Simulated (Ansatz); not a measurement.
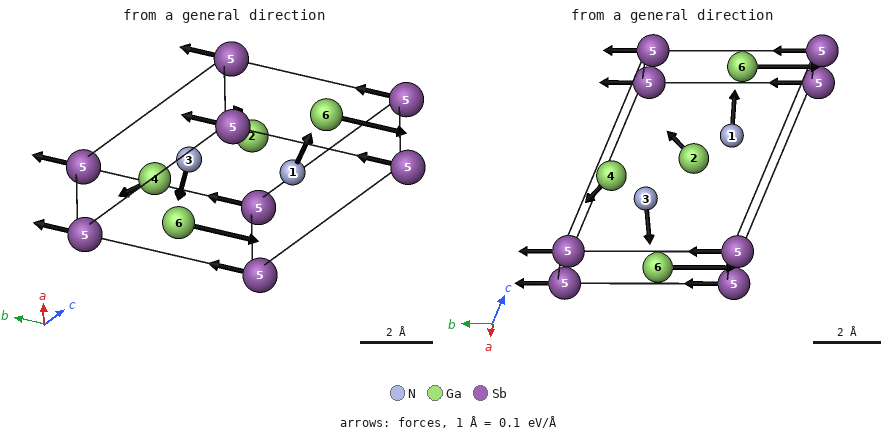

Drawn in the spheres-only manner and seen from two general directions. The parallelepiped is the cell (the run's own, in a reduced setting). The arrows are the computed forces on the atoms.

System: Ga₃SbN₂. Computational set-up: Ansatz, DFT, r2SCAN, plane waves, PAW, plane waves up to 500 eV, k-points about 0.23 Å⁻¹ apart, Fermi-Dirac smearing of 0.02 eV, no spin polarisation.

Do the forces show a relaxed structure?

No. The atoms still feel forces of up to about 0.19 eV/Å, above a usual threshold of 0.01 to 0.03 eV/Å.

Which atom has the biggest force on it?

Ga6, about 0.19 eV/Å.

On average, how strongly is each element pushed?

Mean magnitudes: about Ga 0.11 eV/Å, Sb 0.11 eV/Å, N 0.11 eV/Å.

The model was built from a structure type filled with these elements by a generator (whether the compound takes this form wasn't checked). Earlier steps of the study may have refined or changed the cell and positions. It was the input of a calculation with Ansatz.
